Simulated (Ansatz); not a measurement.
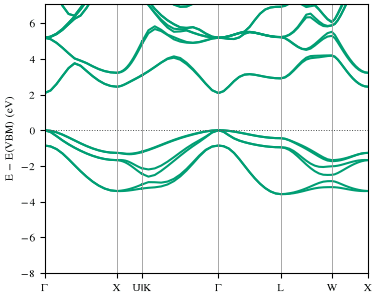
Fig. 1. Band structure from plane-wave PAW PBEsol with spin–orbit coupling (Ansatz code)

Task: Read off the gap and where the band edges lie.

Result: About 2.1 eV (2.08 eV by a search for the band edges); maximum at Γ, minimum at Γ.

The material is MgTe (zinc blende, F-43m).

The PBEsol relaxation kept the symmetry of its start.

Potentials: the later of the program's two PAW sets.
